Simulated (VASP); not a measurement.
Band structure of CdF2 (fluorite). Method: rev-vdW-DF2, VASP's PBE PAW potentials (set 64) (plane waves; VASP).

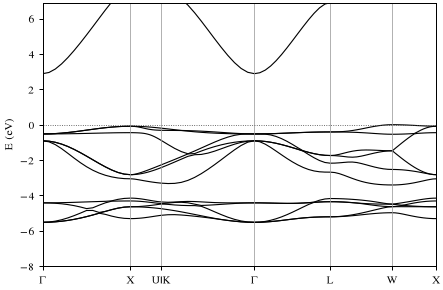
Figure. Bands along high-symmetry lines, zero at the valence-band maximum or, without a gap, the Fermi level

### Question
Read the plot: is there a gap, and where are the band edges?

### Answer
The gap is indirect, 2.88 eV, from the valence maximum at W to the conduction minimum at Γ. (Edges off the drawn lines would not show.)

Measured: gap 7.80 eV (computed value off by -4.92 eV), as given by Giancarlo Cappellini et al., Physical Review B (2013), arXiv:1302.2571.

The compound is CdF2 in the fluorite structure. It was relaxed first.
